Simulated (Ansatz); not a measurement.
# SnH3O2 (SMILES [OH][SnH][OH]) at U-r2SCAN/def2-SVPD (core potential)

Aim: the vertical electron affinity of SnH3O2 at U-r2SCAN/def2-SVPD (core potential), from 2 runs. 

Program for the calculation: Ansatz 0.2.0.

43 further runs of the same task are left out: 43 set aside as unsound or not needed.

## 1. The system as given

The species is SnH3O2 (6 atoms), meant as a doublet with charge 0. SMILES: `[OH][SnH][OH]`. The shape is that of a PBE0-D4/def2-TZVP optimisation. This is one conformer, not always the lowest.

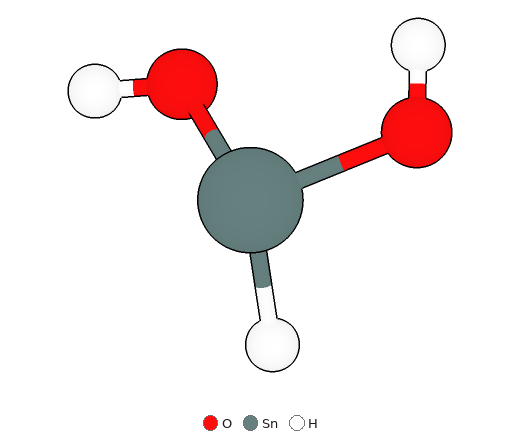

Viewed from a chosen angle; oxygen red, tin teal, hydrogen white.

## 2. The energy at U-r2SCAN/def2-SVPD (core potential)

File input.yaml:

```yaml
crystal:
  periodic: [false, false, false]
  atoms:
    - {symbol: O, position_ang: [-1.248300, -0.684700, -0.233400]}
    - {symbol: Sn, position_ang: [0.417000, 0.302500, -0.639600]}
    - {symbol: O, position_ang: [1.413900, -0.038300, 1.016700]}
    - {symbol: H, position_ang: [-1.852000, -0.783400, -0.973600]}
    - {symbol: H, position_ang: [0.128600, 2.026100, -0.624300]}
    - {symbol: H, position_ang: [1.182700, -0.886000, 1.408100]}
basis:
  gaussian:
    orbitals: def2-SVPD
magnetization:
  spin_polarized: true
  initial_magnetization: 1
hamiltonian:
  xc: {name: r2SCAN}
accuracy: high
output: {orbitals: {seedname: orbitals}}
```

Command:

```sh
$ ansatz run input.yaml --threads 1 --pin off --max-ram 3480MiB --events-out events.jsonl --progress --plain --runs-dir runs
```

The log of the run:

```text
Warning: RAYON_NUM_THREADS=1 ignored (pool sized by the plan → 1); use --threads N
Functional definition: r2SCAN
  name "r2SCAN"
  parameter k0 = 0.174
  parameter k1 = 0.065
  parameter a1 = 4.9479
  exchange = r2scan_x(k0 = k0, k1 = k1, a1 = a1)
  correlation = r2scan_c
2187 factors; integrals over basis functions are off by at most 3.0e-9 eV
mean field evaluation 1: about -9958.6130 eV, gradient 5.8e1 eV
mean field evaluation 2: about -9841.2429 eV, gradient 1.6e2 eV
mean field evaluation 4: about -9971.0574 eV, gradient 7.9e0 eV
mean field evaluation 8: about -9971.4426 eV, gradient 2.7e-1 eV
mean field evaluation 16: about -9971.4432 eV, gradient 1.9e-4 eV
mean field -9971.44316876 eV, -366.4437775651 hartree, gradient 4.2e-8 eV, S^2 0.756315; 0 other end points of the search recorded, 0 dependent functions left out
reference -9971.44317438 eV, -366.4437777715 hartree; 21, 20 occupied and 81, 82 virtual orbitals, 2187 factors
Total energy: -9971.44317438 eV, -366.4437777715 hartree
```

Wall time 25 s (1 thread of Arm Neoverse V1, shared host); peak memory 0.48 GiB.

## 3. The singlet anion, same level

File in.yaml:

```yaml
basis:
  gaussian:
    orbitals: def2-SVPD
crystal:
  periodic: [false, false, false]
  atoms:
    - {symbol: O, position_ang: [-1.248300, -0.684700, -0.233400]}
    - {symbol: Sn, position_ang: [0.417000, 0.302500, -0.639600]}
    - {symbol: O, position_ang: [1.413900, -0.038300, 1.016700]}
    - {symbol: H, position_ang: [-1.852000, -0.783400, -0.973600]}
    - {symbol: H, position_ang: [0.128600, 2.026100, -0.624300]}
    - {symbol: H, position_ang: [1.182700, -0.886000, 1.408100]}
total_charge: -1
hamiltonian:
  xc: {name: r2SCAN}
accuracy: high
output: {orbitals: {seedname: orbitals}}
```

Command:

```sh
$ ansatz run in.yaml --threads 1 --pin off --max-ram 3480MiB --events-out events.jsonl --progress --plain --runs-dir runs
```

The log of the run, shortened:

```text
Warning: RAYON_NUM_THREADS=1 ignored (pool sized by the plan → 1); use --threads N
[... 7 set-up lines as earlier in the session ...]
2188 factors; integrals over basis functions are off by at most 3.0e-9 eV
mean field evaluation 1: about -9970.7379 eV, gradient 3.4e1 eV
mean field evaluation 2: about -9964.3732 eV, gradient 6.8e1 eV
mean field evaluation 4: about -9972.9387 eV, gradient 1.6e0 eV
mean field evaluation 8: about -9972.9468 eV, gradient 4.0e-1 eV
mean field evaluation 16: about -9972.9471 eV, gradient 2.7e-5 eV
mean field -9972.94708258 eV, -366.4990453784 hartree, gradient 4.6e-8 eV, S^2 0.000000; 0 other end points of the search recorded, 0 dependent functions left out
reference -9972.94708363 eV, -366.4990454172 hartree; 21, 21 occupied and 81, 81 virtual orbitals, 2188 factors
Total energy: -9972.94708363 eV, -366.4990454172 hartree
```

Run time: 15 s. Hardware: 1 thread of Arm Neoverse V1, shared host; peak memory 0.33 GiB.

## 4. Results

Level: U-r2SCAN/def2-SVPD (core potential).

```
                                                            quantity          value
                                        doublet SnH3O2: total energy  -366.44378 Eh
                  doublet SnH3O2: HOMO energy (highest over α and β)       -5.69 eV
                   doublet SnH3O2: LUMO energy (lowest over α and β)       -4.04 eV
                                                doublet SnH3O2: ⟨S²⟩          0.756
                                         singlet anion: total energy  -366.49905 Eh
                                          singlet anion: HOMO energy        1.07 eV
                                          singlet anion: LUMO energy        4.07 eV
singlet anion: HOMO–LUMO gap (to an unbound level, set by the basis)        3.00 eV
                   vertical electron affinity (to the singlet anion)       1.504 eV
```

What this shows: At fixed nuclei the extra electron is bound by 1.50 eV (145 kJ/mol). The HOMO (singlet anion) lies at positive energy, 1.07 eV, as semi-local functionals often give for anions; only total energies tell whether the electron is bound.
